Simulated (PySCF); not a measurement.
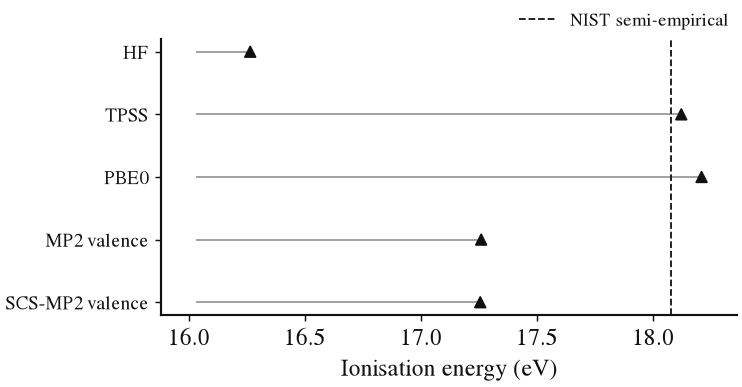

The ionisation energy of Rh⁺ ([Kr] 4d⁸ → [Kr] 4d⁷) across levels of theory. PySCF, def2-SVP with a 28-electron core potential, unrestricted single determinants, no spin-orbit coupling. Methods marked “valence” freeze 8 core electrons.

> How do the methods compare?

The values run from 16.27 eV (HF) to 18.21 eV (PBE0). The NIST semi-empirical value is 18.08 eV; nearest to it come TPSS (+0.04) and PBE0 (+0.13), furthest HF (−1.81 eV).

```
         Method  Ionisation energy (eV)
             HF                   16.27
           TPSS                   18.12
           PBE0                   18.21
    MP2 valence                   17.26
SCS-MP2 valence                   17.26
```

Caveat: spin-orbit shift not estimated.
